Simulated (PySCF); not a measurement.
C4H12BFSi, SMILES CB(C)CC[SiH2]F at its GFN2-xTB optimised geometry (Å):

```
19

Si     0.1809     0.4048     0.0000
F     -0.2239    -0.2115    -1.4377
C     -0.5533    -0.7216     1.3336
C     -0.2388    -0.2421     2.7677
B     -0.8937    -1.2640     3.7884
C     -2.2719    -0.9077     4.4661
C     -0.1944    -2.6442     4.0889
H      1.6377     0.4048     0.0000
H     -0.4020     1.7400     0.0000
H     -0.1771    -1.7400     1.2106
H     -1.6377    -0.7845     1.2130
H     -0.6169     0.7760     2.8798
H      0.8469    -0.1908     2.8763
H     -2.1197    -0.1200     5.2046
H     -2.9826    -0.5019     3.7477
H     -2.7494    -1.7400     4.9776
H     -0.8527    -3.4769     3.8427
H      0.7448    -2.7966     3.5622
H      0.0089    -2.7392     5.1554
```

Calculation: PBE0/def2-SVP (PySCF). Cells within 0.4 Å of a nucleus heavier than hydrogen are left out (blank, or x).

Map of the log10 of the electron density (e/bohr³), floored at −4 on the plane z = 0.0 Å:

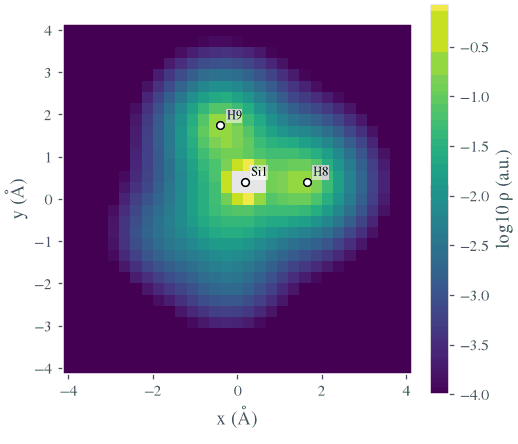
Fig. 1. Log10 of the electron density (e/bohr³), floored at −4 on the plane z = 0.0 Å.
